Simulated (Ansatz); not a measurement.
Band structure of PtAl2 (Fm-3m, 3 atoms in the cell).

```
CELL_PARAMETERS angstrom
      0.00000     2.90004     2.90004
      2.90004     0.00000     2.90004
      2.90004     2.90004     0.00000
ATOMIC_POSITIONS crystal
  Al 0.25000 0.25000 0.25000
  Al 0.75000 0.75000 0.75000
  Pt 0.00000 0.00000 0.00000
```

Method of the run: PBE (plane waves, PAW; Ansatz, a quantum-chemistry and plane-wave program).

Settings: kpoints.mp_grid.grid = 13 13 13; hamiltonian.xc = pbe; hamiltonian.pseudopotentials = {kind: paw} (the program's default PAW files); scf.occupations.method = fermi_dirac; scf.occupations.width = 0.0073 Ry; kpoints.band_path.npoints = 8.

The starting cell has typed, rounded lattice constants, without a prior relaxation at this level. Its lattice was rescaled by a random factor within 2.5 % of one. Spin-orbit coupling is off. Spin polarisation is off.

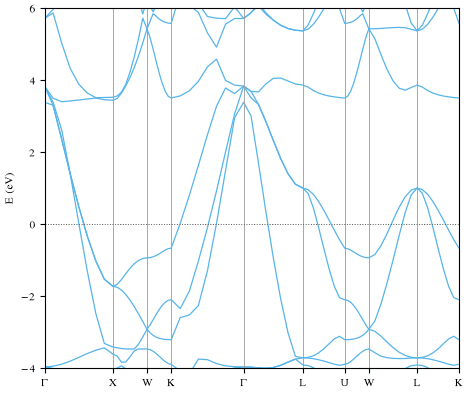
Figure. Bands along the path, energies from the Fermi level.

Levels in eV from the Fermi level, bands 10 to 15:
```
point     10     11     12     13    14    15
-----  -----  -----  -----  -----  ----  ----
Γ      -3.97   3.39   3.83   3.83  3.83  5.72
X      -3.61  -3.42  -1.73  -1.73  3.44  3.53
W      -3.47  -2.92  -2.92  -0.94  5.43  5.43
K      -3.90  -3.21  -2.10  -0.67  3.51  5.58
L      -3.72  -3.72   1.00   1.00  3.86  5.37
U      -3.90  -3.21  -2.10  -0.67  3.51  5.58
```

Bands cross the Fermi level along this path, so the cell is metallic at this level.

Keys are those of Ansatz 0.2.
